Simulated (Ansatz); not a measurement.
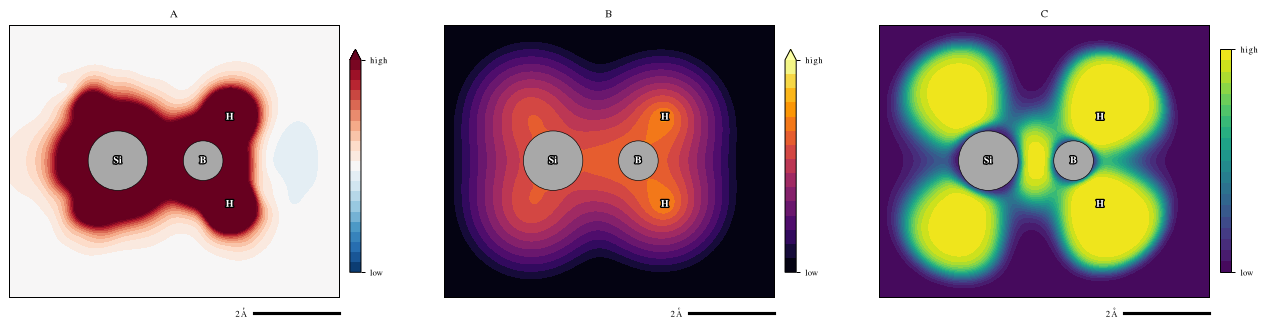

B₂H₆Si: 3 fields on the plane of atoms H4, B1 and H5, with unlabelled colour scales. Grey discs cover the atomic cores.

Geometry: PBE0-D4/def2-TZVP.

Level of theory: Ansatz 0.2.0, RKS PBE0-D4/def2-TZVPP.

**Match the panels to the quantities (electron density, electron localisation function and electrostatic potential).**

Panel A: electrostatic potential (strongly positive close to the atoms and fading to about zero outside). Panel B: electron density. Panel C: electron localisation function. From the grid: Si–B (2.01 Å): ρ at the midpoint is about 0.78 e/Å³; the ELF peaks at about 1 between the atoms, as expected for a shared electron pair. B–H (1.20 Å): ρ at the midpoint is about 1.3 e/Å³; the ELF climbs to about 1 towards the hydrogen, as it does in any bond to H; a covalent bond by its length.
